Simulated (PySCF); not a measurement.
**Atomic calculation, with input and output: Ni⁺**

System: Ni⁺, configuration 1s2 2s2 2p6 3s2 3p6 3d9, multiplicity 2.
Method: unrestricted HF, pcseg-2, non-relativistic, point nucleus (PySCF).

### The program's output (extracts)
```
damping factor = 0
level_shift factor = 0
DIIS = <class 'pyscf.scf.diis.CDIIS'>
diis_start_cycle = 1
diis_space = 10
diis_damp = 0
SCF conv_tol = 1e-09
SCF conv_tol_grad = None
number electrons alpha = 14  beta = 13
cycle= 1 E= -1506.56679313699  delta_E= -0.00434  |g|= 0.0236  |ddm|= 0.0277
cycle= 2 E= -1506.56686826389  delta_E= -7.51e-05  |g|= 0.00396  |ddm|= 0.00513
cycle= 3 E= -1506.56687395837  delta_E= -5.69e-06  |g|= 0.00208  |ddm|= 0.00304
cycle= 4 E= -1506.56687559457  delta_E= -1.64e-06  |g|= 0.000853  |ddm|= 0.00111
cycle= 5 E= -1506.56687799174  delta_E= -2.4e-06  |g|= 0.000427  |ddm|= 0.00302
cycle= 6 E= -1506.56687883461  delta_E= -8.43e-07  |g|= 0.00022  |ddm|= 0.00219
cycle= 7 E= -1506.56687911249  delta_E= -2.78e-07  |g|= 9.53e-05  |ddm|= 0.00157
cycle= 8 E= -1506.5668791677  delta_E= -5.52e-08  |g|= 5.14e-05  |ddm|= 0.00064
cycle= 9 E= -1506.56687918593  delta_E= -1.82e-08  |g|= 1.66e-05  |ddm|= 0.000436
cycle= 10 E= -1506.56687918725  delta_E= -1.32e-09  |g|= 3.59e-06  |ddm|= 0.000115
cycle= 11 E= -1506.5668791873  delta_E= -5.09e-11  |g|= 4.73e-07  |ddm|= 2.52e-05
converged SCF energy = -1506.5668791873  <S^2> = 0.7525417  2S+1 = 2.0025401
```

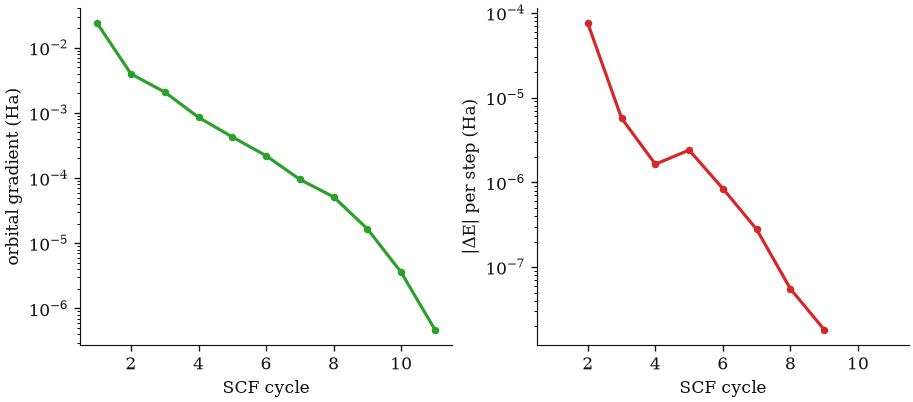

**Figure 1.** Convergence: orbital gradient and change of the energy from step to step (the smallest changes aren't drawn) against the SCF cycle. The residual falls at every step. It goes from 0.024 to 4.7×10⁻⁷ in 11 steps.

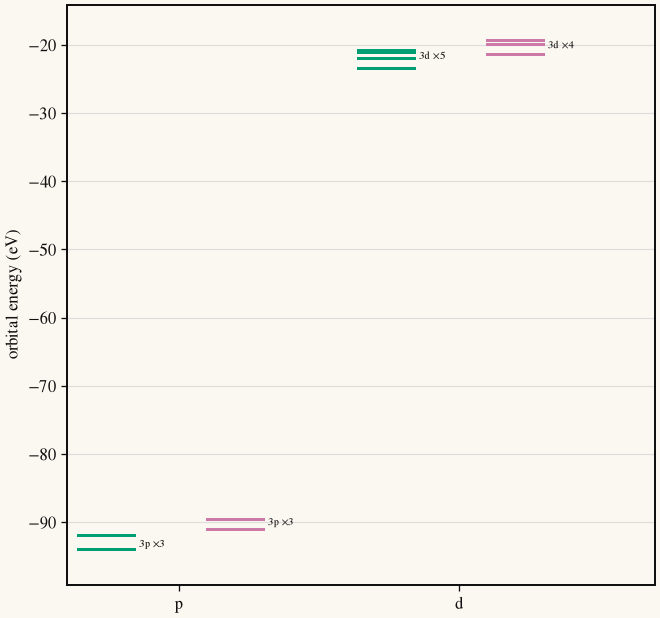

**Figure 2.** Orbital energies of the mean field, from the top down to −93.9 eV, by angular momentum, α spin at the left of each column and β at the right; ×n counts the orbitals under one label. The highest filled orbital is 3d β at −19.3 eV, the lowest empty one s α at −6.23 eV.

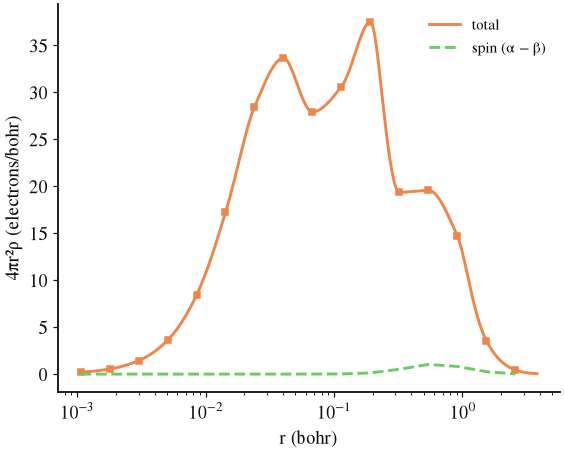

**Figure 3.** Spherically averaged radial density 4πr²ρ of the mean field and its spin part; markers are the stored points, which are sparse, and the line is a monotone interpolation between them. The largest stored value is 37.5 electrons/bohr at r = 0.19 bohr. Root-mean-square radii of the shells: 1s 0.0635, 2p 0.240, 2s 0.269, 3s 0.812, 3p 0.863, 3d 1.20 bohr.

### Input file
```python
from pyscf import gto, scf, dft, mp, cc
import basis_set_exchange as bse
mol = gto.M(atom="Ni 0 0 0", charge=1, spin=1, symmetry="D2h",
            basis=gto.basis.parse(bse.get_basis("pcseg-2", elements=["Ni"], fmt="nwchem", header=False)))
mf = scf.UHF(mol)
mf.irrep_nelec = {'Ag': (5, 4), 'B1g': (1, 1), 'B2g': (1, 1), 'B3g': (1, 1), 'B1u': (2, 2), 'B2u': (2, 2), 'B3u': (2, 2)}
mf.kernel()
```

The script is an equivalent of what the driver set up; the driver started from orbitals of its own, so the log can be shorter than this script's would be, and it computed the properties (radii, ⟨L²⟩, response) afterwards. It held the occupations shell by shell, which the script's counts by irreducible representation don't always enforce.

The run was one of a batch that the task file lists, launched with:
```bash
OMP_NUM_THREADS=1 python <driver script> TASK.json OUT
```

### Summary

- outcome: converged
- total energy: −1506.5669 hartree
- kinetic energy: 1508.4985 hartree
- −E/T (1 by the virial theorem at the basis-set limit): 0.9987
- ⟨S²⟩: 0.753
- ⟨L²⟩: 6.02
- SCF iterations: 11
- hardware: 1 thread of Arm Neoverse V1, 23 GiB of memory available, shared host
